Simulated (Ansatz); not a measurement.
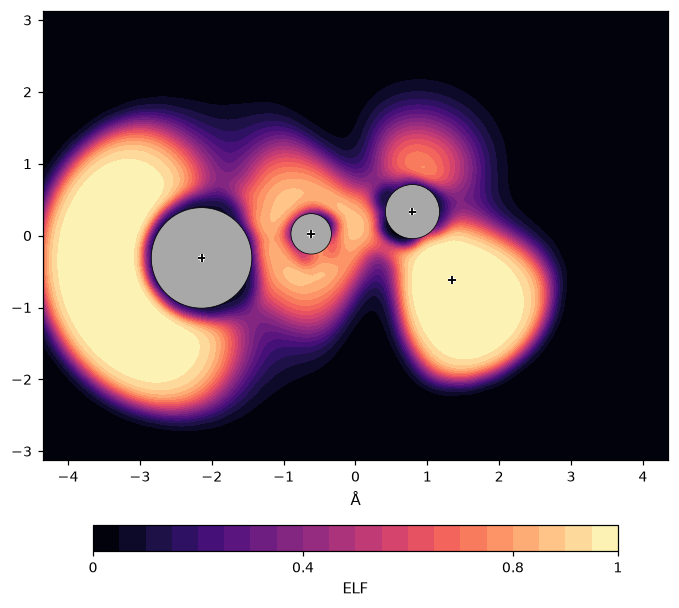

The ELF on a plane through atoms (crosses mark nuclei in the plane; grey discs cover the cores).

Computed with isolated molecule in a Gaussian basis; Kohn-Sham density functional theory, functional PBE0 (Ansatz).

Candidates:
A. CH5NSi (SMILES C[Si]N)
B. C3H6Al (SMILES C/C=[CH]\[AlH+]) (charge +1)
C. CH3OSi (SMILES C[O+]=[Si]) (charge +1)

> Which candidate gave the map?

Candidate C: CH3OSi on the plane of atoms O2, C1 and H5, which holds C, O, Si and H. C–O (1.44 Å): the ELF peaks at about 0.90 between the atoms: a polar covalent bond. Si–O (1.56 Å): the ELF peaks at about 0.80 between the atoms; a short, strongly polar bond.
